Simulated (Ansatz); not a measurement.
C₃H₁₁AsSi (SMILES CC(C)[AsH][SiH3])

The calculation's input:

```
crystal:
  periodic: [false, false, false]
  atoms:
    - {symbol: C, position_ang: [0.596136, -1.231030, -0.261370]}
    - {symbol: C, position_ang: [0.803375, 0.246845, 0.007099]}
    - {symbol: C, position_ang: [1.808510, 0.856957, -0.957875]}
    - {symbol: As, position_ang: [-0.855251, 1.359462, -0.049578]}
    - {symbol: Si, position_ang: [-2.266161, 0.051183, 1.319239]}
    - {symbol: H, position_ang: [1.554308, -1.761890, -0.232098]}
    - {symbol: H, position_ang: [0.158911, -1.391326, -1.250930]}
    - {symbol: H, position_ang: [-0.063312, -1.699820, 0.471380]}
    - {symbol: H, position_ang: [1.167674, 0.383331, 1.031319]}
    - {symbol: H, position_ang: [1.986115, 1.914178, -0.749724]}
    - {symbol: H, position_ang: [2.767736, 0.333140, -0.892411]}
    - {symbol: H, position_ang: [1.459727, 0.773713, -1.991615]}
    - {symbol: H, position_ang: [-1.405860, 0.757954, -1.339450]}
    - {symbol: H, position_ang: [-2.504147, -1.336347, 0.838251]}
    - {symbol: H, position_ang: [-1.652182, -0.020420, 2.673709]}
    - {symbol: H, position_ang: [-3.578481, 0.741670, 1.428456]}
basis:
  gaussian: {orbitals: def2-TZVPP}
hamiltonian: {xc: pbe0, dispersion: d4}
output: {orbitals: {seedname: orbitals}}
```

Run with:

```sh
ansatz run in.yaml --threads 4 --pin off --events-out ev --progress --plain --max-ram 11315MiB
```

Geometry: PBE0-D4/def2-TZVP.

All numbers below come from RKS PBE0-D4/def2-TZVPP (Ansatz 0.2.0).

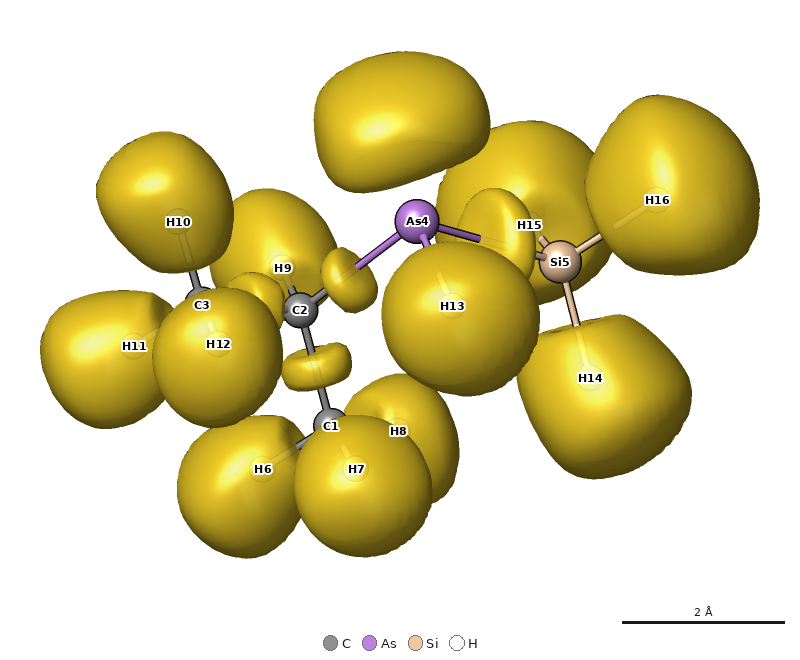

Figure 1. Isosurface of the ELF at 0.8 (yellow), seen at a tilt. Core shells and regions of very low density are left out.

> Where are the electrons localised?

At this value the surface marks out one region between bonded As–C atoms (shared pairs), one region between bonded As–Si atoms (shared pairs), two regions between bonded C–C atoms (shared pairs), eleven regions around hydrogen nuclei and one lobe on As, pointing away from the bonds (lone pairs).


C–C (1.52 Å): the ELF peaks at about 0.95 between the atoms: a shared electron pair. C–As (2.00 Å): the ELF peaks at about 0.90 between the atoms; localised, covalent bonding.

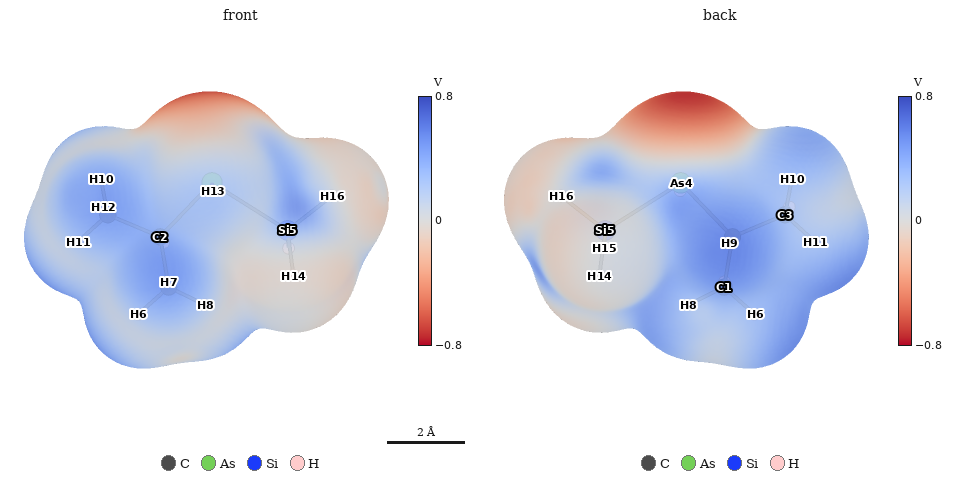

Figure 2. The electrostatic potential painted on the density surface at 0.001 e/bohr³, seen from the front and from behind; the colour scale runs from red (negative) to blue (positive).

> Which sites attract a positive test charge, and which a negative one?

A positive charge is drawn to the negative regions and a negative charge to the positive ones. The most negative region (about −0.7 V) lies over As4, the most positive (about +0.6 V) over H9 and H11.

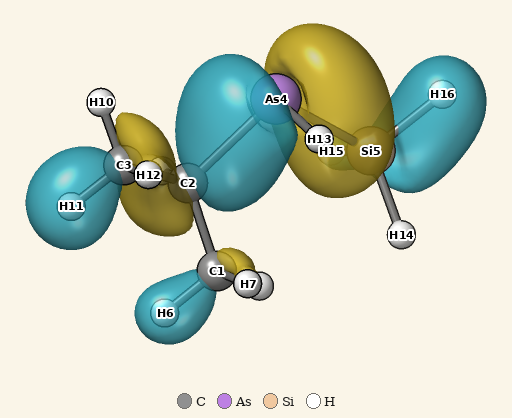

Figure 3. The HOMO−1 at ±0.1 Å⁻³ᐟ² (yellow and cyan are the two phases), seen at a tilt.

> What is the character of this orbital?

Its weight (Hirshfeld) is mainly on As4 (about 35 %), Si5 (about 20 %), C2 (about 15 %) and C3 (about 10 %). Its energy is −8.14 eV.
